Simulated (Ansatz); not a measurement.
# PH3 (phosphine) at r2SCAN0/3-21G

Aim: the energy change on altering one bond length of PH3 (phosphine) at r2SCAN0/3-21G, from 2 runs. 

The results are computed with Ansatz 0.2.0.

60 further runs of the same task are left out: 2 that didn't finish, 58 set aside as unsound or not needed.

## Step 1: The structure to begin with

PH3: 4 atoms, total charge 0, spin state singlet. SMILES: `P`. Geometry: relaxed at PBE0-D4/def2-TZVP.

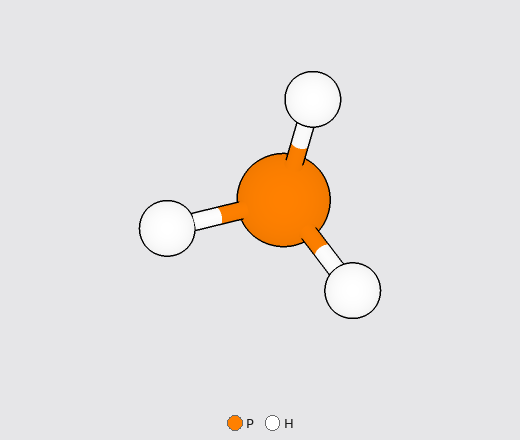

Viewed from a chosen angle; phosphorus orange, hydrogen white.

## Step 2: A single-point energy at r2SCAN0/3-21G

input.yaml

```yaml
crystal:
  periodic: [false, false, false]
  atoms:
    - {symbol: P, position_ang: [0.346000, -0.326500, -0.332800]}
    - {symbol: H, position_ang: [0.630900, -0.034000, 1.027000]}
    - {symbol: H, position_ang: [-1.005500, -0.663000, -0.057200]}
    - {symbol: H, position_ang: [0.028700, 1.023500, -0.636900]}
basis:
  gaussian:
    orbitals: 3-21G.json
hamiltonian:
  xc: {name: r2SCAN0}
accuracy: high
```

The basis set 3-21G is read from a file made from the Basis Set Exchange's data (not shown).

Command:

```sh
$ ansatz run input.yaml --threads 1 --pin off --max-ram 2610MiB --events-out events.jsonl --progress --plain --runs-dir runs
```

Output:

```text
Warning: RAYON_NUM_THREADS=1 ignored (pool sized by the plan → 1); use --threads N
Functional definition: r2SCAN0
  name "r2SCAN0"
  parameter a = 0.25
  parameter k0 = 0.174
  parameter k1 = 0.065
  parameter a1 = 4.9479
  exchange = (1 - a)*r2scan_x(k0 = k0, k1 = k1, a1 = a1) + a*exact_x
  correlation = r2scan_c
370 factors; integrals over basis functions are off by at most 2.8e-9 eV
mean field evaluation 1: about -9287.7120 eV, gradient 6.4e0 eV
mean field evaluation 2: about -9287.7854 eV, gradient 5.1e0 eV
mean field evaluation 4: about -9287.8683 eV, gradient 1.1e-1 eV
mean field evaluation 8: about -9287.8502 eV, gradient 8.7e-5 eV
mean field -9287.85019298 eV, -341.3221990609 hartree, gradient 4.7e-8 eV, S^2 0.000000; 0 other end points of the search recorded, 0 dependent functions left out
reference -9287.85019327 eV, -341.3221990717 hartree; 9, 9 occupied and 10, 10 virtual orbitals, 370 factors
Total energy: -9287.85019327 eV, -341.3221990717 hartree
```

Run time: 1.8 s. Hardware: 1 thread of Arm Neoverse V1, shared host; peak memory 0.11 GiB.

## Step 3: The distorted shape, same level

job.yaml

```yaml
crystal:
  periodic: [false, false, false]
  atoms:
    - {symbol: P, position_ang: [0.425331, -0.664026, -0.256769]}
    - {symbol: H, position_ang: [0.710231, -0.371526, 1.103031]}
    - {symbol: H, position_ang: [-0.926169, -1.000526, 0.018831]}
    - {symbol: H, position_ang: [0.028700, 1.023500, -0.636900]}
basis:
  gaussian: {orbitals: 3-21G.json}
hamiltonian: {xc: {name: r2SCAN0}}
magnetization: {spin_polarized: false}
accuracy: high
```

The basis set 3-21G is read from a file made from the Basis Set Exchange's data (not shown).

Command:

```sh
$ ansatz run job.yaml --threads 1 --pin off --max-ram 2610MiB --events-out events.jsonl --progress --plain --runs-dir runs
```

Output:

```text
Warning: RAYON_NUM_THREADS=1 ignored (pool sized by the plan → 1); use --threads N
Functional definition: r2SCAN0
  name "r2SCAN0"
  parameter a = 0.25
  parameter k0 = 0.174
  parameter k1 = 0.065
  parameter a1 = 4.9479
  exchange = (1 - a)*r2scan_x(k0 = k0, k1 = k1, a1 = a1) + a*exact_x
  correlation = r2scan_c
370 factors; integrals over basis functions are off by at most 3.8e-9 eV
mean field evaluation 1: about -9287.0615 eV, gradient 5.8e0 eV
mean field evaluation 2: about -9287.0859 eV, gradient 5.7e0 eV
mean field evaluation 4: about -9287.2079 eV, gradient 1.5e-1 eV
mean field evaluation 8: about -9287.1912 eV, gradient 8.2e-4 eV
mean field evaluation 16: about -9287.1912 eV, gradient 4.8e-9 eV
mean field -9287.19118608 eV, -341.2979810043 hartree, gradient 4.7e-9 eV, S^2 0.000000; 0 other end points of the search recorded, 0 dependent functions left out
reference -9287.19118638 eV, -341.2979810152 hartree; 9, 9 occupied and 10, 10 virtual orbitals, 370 factors
Total energy: -9287.19118638 eV, -341.2979810152 hartree
```

Run time: 1.7 s. Hardware: 1 thread of Arm Neoverse V1, shared host; peak memory 0.11 GiB.

## Step 4: Results

At r2SCAN0/3-21G:

| quantity | value |
| --- | --- |
| first shape: total energy | -341.32220 Eh |
| distorted shape: total energy | -341.29798 Eh |
| energy change with the P1–H4 bond stretched from 1.420 to 1.775 Å | 0.659 eV |

With the P1–H4 bond stretched from 1.420 to 1.775 Å the energy rises by 0.66 eV (63.6 kJ/mol). The first shape isn't relaxed at this level, so the change isn't measured from a minimum.
